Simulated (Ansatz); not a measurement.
**InAs, response to strain**

Consider InAs in the zinc blende structure (space group F-43m, No. 216).

```
InAs
1.0
    0.00000     3.09331     3.09331
    3.09331     0.00000     3.09331
    3.09331     3.09331     0.00000
As In
1 1
Direct
  0.75000   0.75000   0.75000
  0.00000   0.00000   0.00000
```

Strains are applied to the cell and any free atomic positions relax.

Level of theory: PBE/PAW in Ansatz (a program for electronic structure), without spin-orbit coupling, earlier PAW set.

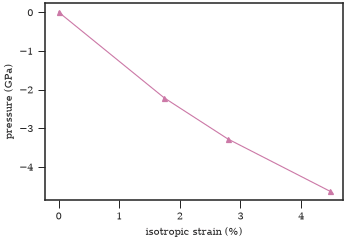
Figure. Pressure against isotropic strain

```csv
isotropic strain (%),pressure
1.74,-2.2 GPa
2.79,-3.3 GPa
4.47,-4.6 GPa
```

The mesh was chosen for an insulator and is coarse for the gapless case. No phonon test of stability was made. All final runs are without spin polarisation.
